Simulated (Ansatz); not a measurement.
**AlF3 (SMILES [F][Al]([F])[F]): levels of theory compared**

Aim: a comparison of 6 runs (BLYP/STO-3G, SVWN5/STO-3G, revPBE/STO-3G, UMP2/STO-3G, CCSD/STO-3G, CCSD(T)/STO-3G) of AlF3. 

Program for the calculation: Ansatz 0.2.0.

38 further runs of the same task are left out: 6 that didn't finish, 32 set aside as unsound or not needed.

**1. The structure to begin with**

AlF3: 4 atoms, total charge 0, spin state singlet. SMILES: `[F][Al]([F])[F]`. The F3–Al1 distance was set to 3.262 Å, away from the relaxed value. At this shape a bond of the SMILES string is far longer than usual.

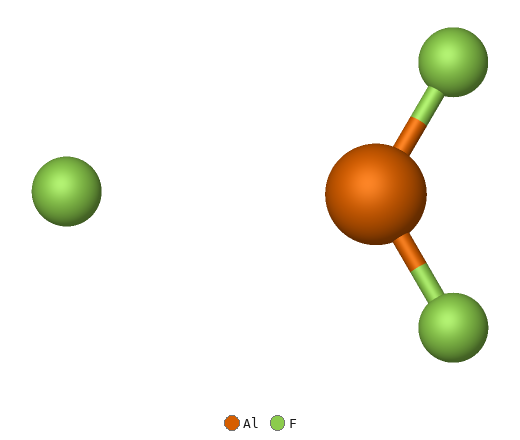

Viewed from a chosen angle; aluminium orange, fluorine green.

**2. A single-point energy at BLYP/STO-3G (run 1)**

File run.yaml:

```yaml
crystal:
  periodic: [false, false, false]
  atoms:
    - {symbol: Al, position_ang: [0.791116, -1.426527, 0.014120]}
    - {symbol: F, position_ang: [2.422156, -1.453327, 0.028870]}
    - {symbol: F, position_ang: [-0.791540, 1.425990, -0.016640]}
    - {symbol: F, position_ang: [-0.047784, -2.824847, 0.019780]}
basis:
  gaussian: {orbitals: STO-3G}
hamiltonian: {xc: {name: BLYP}}
accuracy: high
```

Started as:

```bash
$ ansatz run run.yaml --threads 1 --pin off --max-ram 2610MiB --events-out events.jsonl --progress --plain --runs-dir runs
```

Output:

```text
Warning: RAYON_NUM_THREADS=1 ignored (pool sized by the plan → 1); use --threads N
Functional definition: BLYP
  name "BLYP"
  parameter beta = 0.0042
  parameter a = 0.04918
  parameter b = 0.132
  parameter c = 0.2533
  parameter d = 0.349
  exchange = b88_x(beta = beta)
  correlation = lyp_c(a = a, b = b, c = c, d = d)
410 factors; integrals over basis functions are off by at most 4.3e-8 eV
mean field evaluation 1: about -14531.5297 eV, gradient 3.0e1 eV
mean field evaluation 2: about -14163.4187 eV, gradient 3.2e1 eV
mean field evaluation 4: about -14533.4462 eV, gradient 1.5e1 eV
mean field evaluation 8: about -14403.3925 eV, gradient 5.0e1 eV
mean field evaluation 16: about -14542.8634 eV, gradient 2.5e-2 eV
mean field evaluation 32: about -14541.6037 eV, gradient 1.4e1 eV
mean field -14542.86345528 eV, -534.4403744747 hartree, gradient 1.6e-8 eV, S^2 0.000000; 2 other end points of the search recorded, 0 dependent functions left out
reference -14542.86348524 eV, -534.4403755757 hartree; 20, 20 occupied and 4, 4 virtual orbitals, 410 factors
Total energy: -14542.86348524 eV, -534.4403755757 hartree
```

It took 1.5 s on 1 thread of Arm Neoverse V1, shared host; peak memory 0.099 GiB.

**3. The energy at SVWN5/STO-3G (run 2)**

File input.yaml:

```yaml
crystal:
  periodic: [false, false, false]
  atoms:
    - {symbol: Al, position_ang: [0.791116, -1.426527, 0.014120]}
    - {symbol: F, position_ang: [2.422156, -1.453327, 0.028870]}
    - {symbol: F, position_ang: [-0.791540, 1.425990, -0.016640]}
    - {symbol: F, position_ang: [-0.047784, -2.824847, 0.019780]}
basis:
  gaussian:
    orbitals: STO-3G
hamiltonian:
  xc: {name: SVWN5}
accuracy: high
```

Started as:

```bash
$ ansatz run input.yaml --threads 1 --pin off --max-ram 2610MiB --events-out events.jsonl --progress --plain --runs-dir runs
```

Output:

```text
Warning: RAYON_NUM_THREADS=1 ignored (pool sized by the plan → 1); use --threads N
Functional definition: SVWN5
  name "SVWN5"
  exchange = slater_x
  correlation = vwn5_c
410 factors; integrals over basis functions are off by at most 4.3e-8 eV
mean field evaluation 1: about -14452.1293 eV, gradient 2.9e1 eV
mean field evaluation 2: about -14085.5671 eV, gradient 3.2e1 eV
mean field evaluation 4: about -14453.6483 eV, gradient 1.6e1 eV
mean field evaluation 8: about -14436.9209 eV, gradient 4.3e1 eV
mean field evaluation 16: about -14463.2115 eV, gradient 2.3e-1 eV
mean field evaluation 32: about -14457.4737 eV, gradient 3.3e1 eV
mean field -14463.20955171 eV, -531.5131475098 hartree, gradient 1.4e-8 eV, S^2 0.000000; 2 other end points of the search recorded, 0 dependent functions left out
reference -14463.20955304 eV, -531.5131475585 hartree; 20, 20 occupied and 4, 4 virtual orbitals, 410 factors
Total energy: -14463.20955304 eV, -531.5131475585 hartree
```

Run time: 1 s. Hardware: 1 thread of Arm Neoverse V1, shared host; peak memory 0.095 GiB.

Runs 3 to 5 aren't shown in full; the table further down has their settings and results.

**4. A single-point energy at CCSD(T)/STO-3G (run 6)**

File run.yaml:

```yaml
basis:
  gaussian: {orbitals: STO-3G}
crystal:
  periodic: [false, false, false]
  atoms:
    - symbol: Al
      position_ang: [0.791116, -1.426527, 0.014120]
    - symbol: F
      position_ang: [2.422156, -1.453327, 0.028870]
    - symbol: F
      position_ang: [-0.791540, 1.425990, -0.016640]
    - symbol: F
      position_ang: [-0.047784, -2.824847, 0.019780]
correlation: {method: ccsd_t, frozen_orbitals: {Al: 5, F: 1}}
accuracy: high
scf: {omitted_lower_state_checks: [cluster_reference, increment]}
```

Started as:

```bash
$ ansatz run run.yaml --threads 1 --pin off --max-ram 2610MiB --events-out events.jsonl --progress --plain --runs-dir runs
```

Output:

```text
Warning: RAYON_NUM_THREADS=1 ignored (pool sized by the plan → 1); use --threads N
[... 13 lines left out ...]
8 core orbitals not correlated: weight in the atoms' cores, before any rotation towards them, 1.000 or more for the frozen orbitals, at most 0.000 for the correlated occupied ones
[... 57 lines left out ...]
WARN: these amplitudes may be one of several solutions (largest doubles amplitude 0.88, level shift 13.18 eV)
Total energy: -14508.10712297 eV, -533.1631028210 hartree
Checks for a lower state left out: cluster_reference, increment
```

Wall time 0.4 s (1 thread of Arm Neoverse V1, shared host).

**5. The series**

```csv
run,level,frozen core orbitals,energy (Eh),wall time
1,BLYP/STO-3G,–,-534.440376,1.5 s
2,SVWN5/STO-3G,–,-531.513148,1 s
3,revPBE/STO-3G,–,-534.416153,1.5 s
4,UMP2/STO-3G,8,-533.140110,0.56 s
5,CCSD/STO-3G,8,-533.141164,0.4 s
6,CCSD(T)/STO-3G,8,-533.163103,0.4 s
```

**6. Summary of results**

```
                                          quantity          value
                               run 6: total energy  -533.16310 Eh
run 6: correlation energy (8 core orbitals frozen)     -277.1 mEh
                             run 6: (T) correction     -21.94 mEh
                              run 6: T1 diagnostic          0.058
```

In words: Totals of different functionals can't be ranked against each other. In runs 5, 6 the T1 diagnostic is large, so a single reference may not serve. In runs 5, 6 the log says that unrestricted orbitals would lower the reference, so the values rest on an unstable closed-shell determinant (other closed-shell runs at this shape may share the fault). In runs 1, 2, 3, 4, 5, 6 the basis is minimal, so the values are rough. Spin contamination of the reference: run 4 ⟨S²⟩ = 1.00. Where it is this large, the reference is a mixture of spin states, and values that rest on it are in doubt. All runs together took 5.4 s, the longest 1.5 s.
